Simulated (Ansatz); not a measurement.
# CH4BFN2: reading failed and doubtful runs

Aim: try 5 inputs for CH4BFN2 as typed, read how each ends, and find what has to change.

Method: the settings change from run to run; program: Ansatz 0.2.0, Gaussian basis.

## Step 1: The relaxed structure

The geometry comes from an earlier relaxation with PBE0-D4 in a triple-zeta def2 set; it is a stationary point, not always the lowest conformer.

SMILES `FB1NCN1`, 9 atoms, charge 0, spin multiplicity 1.

Atoms are counted from 1 here; the program's logs count them from 0.

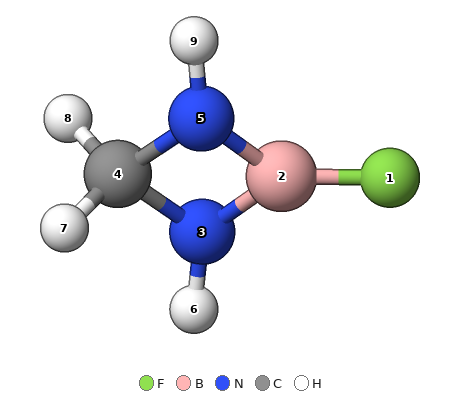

The structure; fluorine green, boron pink, nitrogen blue, carbon grey, hydrogen white; atoms are numbered from 1 in the order of the file.

## Step 2: Attempt 1

The input, in.yaml:

```yaml
crystal:
  periodic: [false, false, false]
  atoms:
    - {symbol: F, position_ang: [1.881317, -0.113579, 1.550991]}
    - {symbol: B, position_ang: [0.864307, -0.054654, 0.707109]}
    - {symbol: N, position_ang: [0.760438, 0.328193, -0.664941]}
    - {symbol: C, position_ang: [-0.670630, 0.034264, -0.566521]}
    - {symbol: N, position_ang: [-0.526652, -0.350873, 0.838812]}
    - {symbol: H, position_ang: [1.306548, 0.137726, -1.485551]}
    - {symbol: H, position_ang: [-1.002867, -0.788501, -1.208862]}
    - {symbol: H, position_ang: [-1.304882, 0.912992, -0.726160]}
    - {symbol: H, position_ang: [-1.219078, -0.151966, 1.538023]}
basis:
  gaussian: {orbitals: def2-TZVPD}
magnetization: {spin_polarized: true, initial_magnetization: 2}
hamiltonian: {xc: {name: B97M-V}}
accuracy: high
output: {forces: true}
```

Started as:

```bash
ansatz run in.yaml --threads 2 --pin off --events-out ev --progress --plain --max-ram 4352MiB
```

Log:

```text
Functional definition: B97M-V
  name "B97M-V"
  cite "Mardirossian & Head-Gordon, J. Chem. Phys. 142, 074111 (2015) doi:10.1063/1.4907719"
  cite "Becke, J. Chem. Phys. 107, 8554 (1997) doi:10.1063/1.475007"
  cite "Vydrov & Van Voorhis, J. Chem. Phys. 133, 244103 (2010) doi:10.1063/1.3521275"
  # Of w^i u^j: cxij and so on, Table III.
  parameter cx00 = 1.000
  parameter cx01 = 1.308
  parameter cx02 = 1.901
  parameter cx10 = 0.416
  parameter cx11 = 3.070
  parameter css00 = 1.000
  parameter css02 = -1.855
  parameter css10 = -5.668
  parameter css32 = -20.497
  parameter css42 = -20.364
  parameter cos00 = 1.000
  parameter cos01 = 1.573
  parameter cos03 = -6.298
  parameter cos10 = 2.535
  parameter cos32 = -6.427
  parameter b = 6.0
  parameter c = 0.01
  gx(w, u) = cx00 + cx01*u + cx02*u^2 + (cx10 + cx11*u)*w
  gss(w, u) = css00 + css02*u^2 + css10*w + (css32*w^3 + css42*w^4)*u^2
  gos(w, u) = cos00 + cos01*u + cos03*u^3 + cos10*w + cos32*w^3*u^2
  exchange = spin_sum(e_x_unif_s*gx(b97_w, b97_u_x))
  correlation = spin_sum(e_c_pw_mod_same_spin*gss(b97_w, b97_u_same))
      + integral(e_c_pw_mod_opposite_spin*gos(b97_w_opposite, b97_u_opposite)) + vv10(b, c)
3633 factors; integrals over basis functions are off by at most 3.7e-9 eV
mean field evaluation 1: about -7462.3783 eV, gradient 4.9e1 eV
mean field evaluation 2: about -7436.6942 eV, gradient 8.8e1 eV
mean field evaluation 4: about -7472.1763 eV, gradient 1.7e1 eV
mean field evaluation 8: about -7473.6084 eV, gradient 8.9e-1 eV
mean field evaluation 16: about -7473.6211 eV, gradient 8.9e-2 eV
mean field evaluation 32: about -7473.6211 eV, gradient 1.5e-5 eV
mean field evaluation 64: about -7473.3405 eV, gradient 3.5e-1 eV
Error: SIGTERM received: run cancelled behind 80 evaluations of the mean field
```

It took 8.4 min on 2 threads of Arm Neoverse V1, shared host.

**Diagnosis.** The run was stopped at its time limit, after 80 evaluations of the mean field. The size of the job: 9 atoms, 224 basis functions. Remedy: allow more time or more cores. The input also asks for charge 0 and multiplicity 3, not those of the species named; set them back first.

## Step 3: Attempt 2

The input, in.yaml:

```yaml
crystal:
  periodic: [false, false, false]
  atoms:
    - {symbol: F, position_ang: [1.881317, -0.113579, 1.550991]}
    - {symbol: B, position_ang: [0.864307, -0.054654, 0.707109]}
    - {symbol: N, position_ang: [0.760438, 0.328193, -0.664941]}
    - {symbol: C, position_ang: [-0.670630, 0.034264, -0.566521]}
    - {symbol: N, position_ang: [-0.526652, -0.350873, 0.838812]}
    - {symbol: H, position_ang: [1.306548, 0.137726, -1.485551]}
    - {symbol: H, position_ang: [-1.002867, -0.788501, -1.208862]}
    - {symbol: H, position_ang: [-1.304882, 0.912992, -0.726160]}
    - {symbol: H, position_ang: [-1.219078, -0.151966, 1.538023]}
basis:
  gaussian: {orbitals: cc-pVTZ}
total_charge: -1
magnetization: {spin_polarized: true, initial_magnetization: 1}
hamiltonian: {xc: {name: HF}}
correlation: {method: ccsd}
```

Launched as before.

Log:

```text
Functional definition: HF
  name "HF"
  cite "Fock, Z. Phys. 61, 126 (1930) doi:10.1007/BF01340294"
  parent pbe
  exchange = exact_x
  correlation = 0
1213 factors; integrals over basis functions are off by at most 1.1e-3 eV
mean field evaluation 1: about -7433.7511 eV, gradient 2.1e1 eV
mean field evaluation 2: about -7433.7637 eV, gradient 2.1e1 eV
mean field evaluation 4: about -7436.2986 eV, gradient 2.7e0 eV
mean field evaluation 8: about -7436.3580 eV, gradient 5.6e-2 eV
mean field evaluation 16: about -7436.3579 eV, gradient 8.4e-3 eV
mean field evaluation 32: about -7436.3433 eV, gradient 1.0e0 eV
mean field evaluation 64: about -7436.3579 eV, gradient 7.9e-4 eV
mean field evaluation 96: about -7436.3703 eV, gradient 1.9e-1 eV
mean field evaluation 128: about -7436.3638 eV, gradient 2.3e-1 eV
mean field evaluation 160: about -7436.3707 eV, gradient 1.8e-3 eV
mean field evaluation 192: about -7435.1916 eV, gradient 1.9e-3 eV
mean field evaluation 224: about -7434.2064 eV, gradient 1.2e0 eV
mean field evaluation 256: about -7435.8489 eV, gradient 3.1e-3 eV
mean field evaluation 288: about -7435.3057 eV, gradient 1.0e0 eV
mean field evaluation 320: about -7435.0302 eV, gradient 2.7e-3 eV
mean field evaluation 352: about -7435.8483 eV, gradient 1.0e-1 eV
mean field evaluation 384: about -7434.9520 eV, gradient 8.3e-1 eV
mean field evaluation 416: about -7434.0188 eV, gradient 1.3e-1 eV
mean field evaluation 448: about -7433.0367 eV, gradient 5.6e-3 eV
a density is far from that of the atoms, so the factors are made again for it
1254 factors; integrals over basis functions are off by at most 1.5e-3 eV
mean field evaluation 480: about -7436.3528 eV, gradient 2.8e-1 eV
mean field evaluation 512: about -7436.3706 eV, gradient 7.5e-2 eV
mean field evaluation 544: about -7436.3580 eV, gradient 5.7e-6 eV
mean field evaluation 576: about -7436.3246 eV, gradient 1.5e0 eV
mean field evaluation 608: about -7436.3649 eV, gradient 1.2e-1 eV
mean field evaluation 640: about -7435.1918 eV, gradient 8.2e-3 eV
mean field evaluation 672: about -7435.0303 eV, gradient 1.5e-3 eV
mean field evaluation 704: about -7435.8490 eV, gradient 4.9e-2 eV
mean field evaluation 736: about -7435.0303 eV, gradient 2.7e-4 eV
mean field evaluation 768: about -7435.1804 eV, gradient 8.2e-1 eV
mean field evaluation 800: about -7434.1208 eV, gradient 3.6e0 eV
mean field evaluation 832: about -7435.1918 eV, gradient 4.0e-3 eV
mean field evaluation 864: about -7433.9235 eV, gradient 3.1e0 eV
mean field evaluation 896: about -7434.0071 eV, gradient 1.1e-1 eV
mean field -7436.37078215 eV, -273.2815856907 hartree, gradient 2.7e-6 eV, S^2 0.751481; 14 other end points of the search recorded, 0 dependent functions left out
determinant -7436.37078215 eV, -273.2815856907 hartree, with singles and doubles -7462.73881588 eV, -274.2505930577 hartree
determinant -7436.35804273 eV, -273.2811175257 hartree, with singles and doubles -7462.78174201 eV, -274.2521705637 hartree
determinant -7435.84895060 eV, -273.2624087350 hartree, with singles and doubles -7462.27249749 eV, -274.2334561729 hartree
Error: with the amplitudes of the determinants from which it chooses its reference, the run needs 5.44 GiB of memory, and 4.25 GiB are given
refused for memory
```

Run time: 3.7 min. Hardware: 2 threads of Arm Neoverse V1, shared host; peak memory 1.2 GiB.

**Diagnosis.** The run stopped with a refusal. The line that matters: «with the amplitudes of the determinants from which it chooses its reference, the run needs 5.44 GiB of memory, and 4.25 GiB are given» The memory limit is under what the program plans for this job. It asks for 5.44 GiB, and 4.25 GiB are there. The cure: raise the memory limit. The input also asks for charge -1 and multiplicity 2, not those of the species named; set them back first.

## Step 4: Attempt 3

The input, in.yaml:

```yaml
crystal:
  periodic: [false, false, false]
  atoms:
    - {symbol: F, position_ang: [1.881317, -0.113579, 1.550991]}
    - {symbol: B, position_ang: [0.864307, -0.054654, 0.707109]}
    - {symbol: N, position_ang: [0.760438, 0.328193, -0.664941]}
    - {symbol: C, position_ang: [-0.670630, 0.034264, -0.566521]}
    - {symbol: N, position_ang: [-0.526652, -0.350873, 0.838812]}
    - {symbol: H, position_ang: [1.306548, 0.137726, -1.485551]}
    - {symbol: H, position_ang: [-1.002867, -0.788501, -1.208862]}
    - {symbol: H, position_ang: [-1.304882, 0.912992, -0.726160]}
    - {symbol: H, position_ang: [-1.219078, -0.151966, 1.538023]}
basis:
  gaussian: {orbitals: 6-31G}
magnetization: {spin_polarized: true, initial_magnetization: 0}
hamiltonian: {xc: {name: BLYP}}
scf: {max_iter: 3}
```

Same command.

Log:

```text
Error: invalid value for `basis.gaussian`: such a run doesn't read scf.max_iter; remove what it names
```

Run time: 0.05 s. Hardware: 2 threads of Arm Neoverse V1, shared host.

Diagnosis: Refused before any calculation. The input holds a key that doesn't belong there. To mend it, remove the key, or spell it as the input reference has it.

## Step 5: Attempt 4

The input, in.yaml:

```yaml
crystal:
  periodic: [false, false, false]
  atoms:
    - {symbol: F, position_ang: [1.881317, -0.113579, 1.550991]}
    - {symbol: B, position_ang: [0.864307, -0.054654, 0.707109]}
    - {symbol: N, position_ang: [0.760438, 0.328193, -0.664941]}
    - {symbol: C, position_ang: [-0.670630, 0.034264, -0.566521]}
    - {symbol: N, position_ang: [-0.526652, -0.350873, 0.838812]}
    - {symbol: H, position_ang: [1.306548, 0.137726, -1.485551]}
    - {symbol: H, position_ang: [-1.002867, -0.788501, -1.208862]}
    - {symbol: H, position_ang: [-1.304882, 0.912992, -0.726160]}
    - {symbol: H, position_ang: [-1.219078, -0.151966, 1.538023]}
basis:
  gaussian: {orbitals: def2-SVPD, final_grid: {core_spheres: 5, valence_spheres: 4, degree: 11}}
magnetization: {spin_polarized: true, initial_magnetization: 0}
hamiltonian: {xc: {name: r2SCAN}, dispersion: d3bjatm}
outputs: {forces: true}
```

Launched as before.

Log:

```text
Error: YAML parse error: error: line 17 column 1: unknown field `outputs`, expected one of crystal, accuracy, basis, kpoints, hamiltonian, magnetization, projection, total_charge, correlation, batch, efield, external_charges, scf, relax, neb, saddle, md, ramp, phonons, dielectric, real_time, elastic, magnetic_configurations, gw, evaluate, workflow, output, checkpoint, execution
  --> <input>:17:1
   |
15 | magnetization: {spin_polarized: true, initial_magnetization: 0}
16 | hamiltonian: {xc: {name: r2SCAN}, dispersion: d3bjatm}
17 | outputs: {forces: true}
   | ^ unknown field `outputs`, expected one of crystal, accuracy, basis, kpoints, hamiltonian, magnetization, projection, total_charge, correlation, batch, efield, external_charges, scf, relax, neb, saddle, md, ramp, phonons, dielectric, real_time, elastic, magnetic_configurations, gw, evaluate, workflow, output, checkpoint, execution
```

Wall time 0.05 s (2 threads of Arm Neoverse V1, shared host).

Diagnosis: Refused before any calculation. The input holds a key that doesn't belong there. Cure: remove the key, or spell it as the input reference has it.

## Step 6: Attempt 5

The input, in.yaml:

```yaml
crystal:
  periodic: [false, false, false]
  atoms:
    - {symbol: F, position_ang: [1.938089, -0.155447, 1.506677]}
    - {symbol: B, position_ang: [0.755473, 0.121738, 0.802813]}
    - {symbol: N, position_ang: [0.723053, 0.276930, -0.688183]}
    - {symbol: C, position_ang: [-0.543434, -0.002942, -0.561221]}
    - {symbol: N, position_ang: [-0.623576, -0.201580, 0.715358]}
    - {symbol: H, position_ang: [1.279666, 0.067342, -1.599762]}
    - {symbol: H, position_ang: [-1.139514, -0.842536, -1.346680]}
    - {symbol: H, position_ang: [-1.399407, 1.026603, -0.778144]}
    - {symbol: H, position_ang: [-1.351710, -0.075606, 1.543834]}
basis:
  gaussian: {orbitals: "6-31G*", fitting: {mean_field: def2-universal-jkfit}}
total_charge: 1
magnetization: {spin_polarized: true, initial_magnetization: 1}
hamiltonian: {xc: {name: wPBEh}}
scf: {lower_state_search: off}
relax: {f_tol: 0.0001, max_steps: 2}
```

Launched as before.

Log:

```text
Functional definition: wPBEh
  name "wPBEh"
  cite "Heyd, Scuseria & Ernzerhof, J. Chem. Phys. 118, 8207 (2003) doi:10.1063/1.1564060"
  cite "Krukau, Vydrov, Izmaylov & Scuseria, J. Chem. Phys. 125, 224106 (2006) doi:10.1063/1.2404663"
  cite "Heyd & Scuseria, J. Chem. Phys. 120, 7274 (2004) doi:10.1063/1.1668634"
  cite "Ernzerhof & Perdew, J. Chem. Phys. 109, 3313 (1998) doi:10.1063/1.476928"
  cite "Perdew, Burke & Ernzerhof, Phys. Rev. Lett. 77, 3865 (1996) doi:10.1103/PhysRevLett.77.3865"
  parent pbe
  parameter a = 0.25
  parameter omega = 0.11/bohr
  exchange = wpbe_x - a*pbe_x_sr(omega) + a*exact_x_sr(omega)
  correlation = pbe_c
these checks for a lower state are left out or cut short: stability, starts, cluster_reference, orbital_swaps, neighbouring_geometries, increment
453 factors; integrals over basis functions are off by at most 7.9e-2 eV
453 factors; integrals over basis functions are off by at most 1.8e-7 eV
mean field evaluation 1: about -7442.7325 eV, gradient 6.2e1 eV
mean field evaluation 2: about -7420.8304 eV, gradient 9.2e1 eV
mean field evaluation 4: about -7457.2987 eV, gradient 1.5e1 eV
mean field evaluation 8: about -7458.2165 eV, gradient 2.9e-1 eV
mean field evaluation 16: about -7458.2160 eV, gradient 4.3e-3 eV
mean field -7458.21597881 eV, -274.0843818609 hartree, gradient 5.0e-6 eV, S^2 0.759347; 0 other end points of the search recorded, 0 dependent functions left out
the calculation of the forces begins
reference -7458.21600020 eV, -274.0843826470 hartree; 19, 18 occupied and 64, 65 virtual orbitals, 453 factors
relax step   1: F+E_penalty+E_count = -7458.21597881 eV  Δ(F+E_penalty+E_count) = +0.000e0 eV  max|allowed force component| = 1.016e1 eV/Å  Δτ_max = 0.0000 Å  (20 SCF iters, accepted)
these checks for a lower state are left out or cut short: stability, starts, cluster_reference, orbital_swaps, neighbouring_geometries, increment
453 factors; integrals over basis functions are off by at most 6.7e-2 eV
453 factors; integrals over basis functions are off by at most 1.8e-7 eV
mean field -7459.93888934 eV, -274.1476976551 hartree, gradient 8.7e-6 eV, S^2 0.757930; 0 other end points of the search recorded, 0 dependent functions left out
the calculation of the forces begins
reference -7459.93891004 eV, -274.1476984157 hartree; 19, 18 occupied and 64, 65 virtual orbitals, 453 factors
relax step   2: F+E_penalty+E_count = -7459.93888934 eV  Δ(F+E_penalty+E_count) = -1.723e0 eV  max|allowed force component| = 4.595e0 eV/Å  Δτ_max = 0.1947 Å  (31 SCF iters, accepted)
Error: geometry relaxation did not converge after 2 steps: max|allowed force component| = 4.60e0 eV/Å (threshold 1.0e-4). Raise `relax.max_steps` over both its present limit and 2, loosen `relax.f_tol`, or start from a geometry closer to equilibrium. Where this run's directory can be resumed (`checkpoint.write`), a resume goes on for up to `relax.max_steps` more
```

Wall time 3.9 s (2 threads of Arm Neoverse V1, shared host).

**Diagnosis.** The run did not converge. The relaxation is allowed too few steps for its threshold. The start was also shaken off the relaxed geometry, so there is far to go. It also asks for charge 1 and multiplicity 2, another species or state than the molecule above. Fix: raise relax.max_steps, and set charge and spin to those of the species named.

## Step 7: How the tries ended

```
attempt              level          ended                                                          cause     time
      1  B97M-V/def2-TZVPD        timeout                                                 the time limit  8.4 min
      2       CCSD/cc-pVTZ        refused  the memory limit is under what the program plans for this job  3.7 min
      3         BLYP/6-31G        refused                the input holds a key that doesn't belong there   0.05 s
      4   r2SCAN/def2-SVPD        refused                the input holds a key that doesn't belong there   0.05 s
      5       wPBEh/6-31G*  not converged      the relaxation is allowed too few steps for its threshold    3.9 s
```

1 timeout, 3 refused, 1 not converged.
